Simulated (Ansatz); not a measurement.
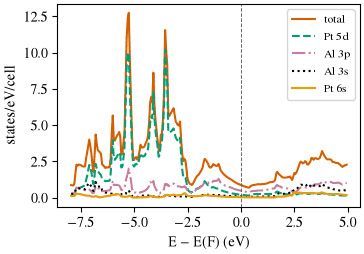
Figure. Total and projected density of states of Al₃Pt₂ (La2O3 or Ni2Al3 type, P-3m1), DFT-LDA in the program Ansatz with PAW potentials

Question: Which orbitals carry the states next to the Fermi level?

Answer: Within 0.5 eV of the Fermi level: Al 3p 55 %, Pt 5d 24 %, Al 3s 9 %, outside the projected shells 9 %. Projections are on Löwdin-orthogonalised atomic valence shells; empty p or d shells of many metals are not among them.

Question: Where is the tallest occupied peak in this window, and what makes it?

Answer: Near -5.2 eV, about 13 states/eV per cell; the largest projected share is Pt 5d.

The first step of the workflow began from a Materials Project structure, measured or hypothetical; the Crystallography Open Database copy checked does not list it. Its standing as an ambient phase is unchecked. The LDA relaxation kept the symmetry of its start; whether a distortion lowers the energy is not shown. No spin polarisation was allowed. Scalar-relativistic: spin–orbit coupling is off unless named, which matters more the heavier the elements.

Potentials: the later of the program's two PAW sets.
